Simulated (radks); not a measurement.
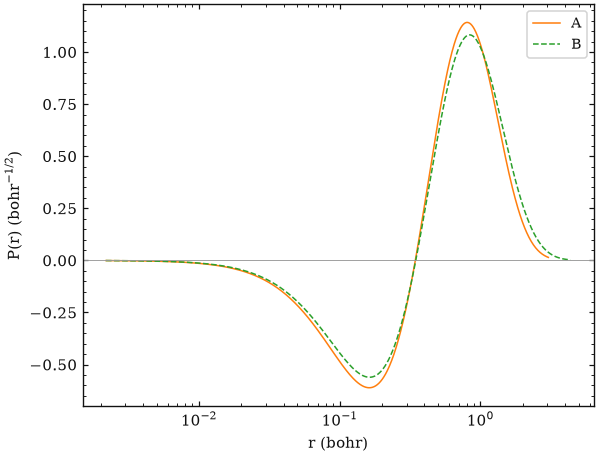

Two charge states of vanadium were computed: V³⁺ in [Ar] 3d2 (high spin); V⁶⁺ in [Ne] 3s2 3p5 (high spin). The calculation used the in-house radial solver radks at this level: scalar-relativistic Kohn-Sham, PBEsol, spin-polarised, spherical densities, point nucleus.

The plot shows P(r) = r R(r) of the 3p down orbital in both runs (large components where relativistic).

### Which curve belongs to which run?

A is V⁶⁺ in [Ne] 3s2 3p5 (high spin) (⟨r⟩ = 0.918 bohr, eigenvalue −139.3 eV); B is V³⁺ in [Ar] 3d2 (high spin) (⟨r⟩ = 0.995 bohr, eigenvalue −75.9 eV). Fewer electrons screen less, so the orbital shrinks.
